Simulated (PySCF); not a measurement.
C4H14OSi3, SMILES C[Si](C)(C)[SiH2][SiH2]C=O at its GFN2-xTB optimised geometry (Å):

```
22

C      1.5879     1.2564     0.0000
Si    -0.3215     1.2564     0.0000
C     -0.9581     0.4303     1.5973
C     -0.9067     3.0807     0.0000
Si    -1.1546     0.1706    -1.9048
Si     0.0248    -1.6669    -2.6752
C      0.6636    -2.5636    -1.1061
O      0.7159    -2.0184    -0.0287
H      1.9672     0.2442     0.0981
H      1.9879     1.8362     0.8272
H      1.9909     1.6756    -0.9181
H     -0.6211     0.9566     2.4865
H     -2.0440     0.3997     1.6251
H     -0.5949    -0.5901     1.6621
H     -1.9909     3.1451    -0.0085
H     -0.5542     3.6174     0.8767
H     -0.5427     3.6107    -0.8754
H     -2.5523    -0.2655    -1.7092
H     -1.2693     1.0911    -3.0549
H     -0.6162    -2.7419    -3.4470
H      1.2692    -1.3942    -3.4093
H      1.0067    -3.6174    -1.1842
```

Computed with PBE0/def2-SVP (PySCF). Cells within 0.4 Å of a nucleus heavier than hydrogen are left out (blank, or x).

Map of the electrostatic potential (hartree/e), clipped to [-0.08, 0.12] on the plane z = 0.0 Å:

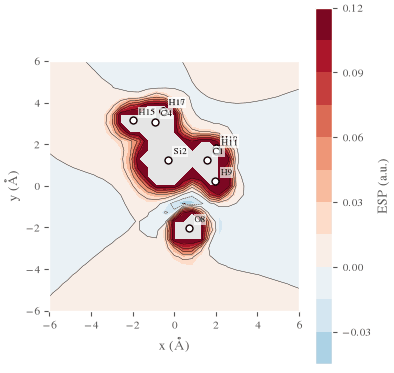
Fig. 1. Electrostatic potential (hartree/e), clipped to [-0.08, 0.12] on the plane z = 0.0 Å.
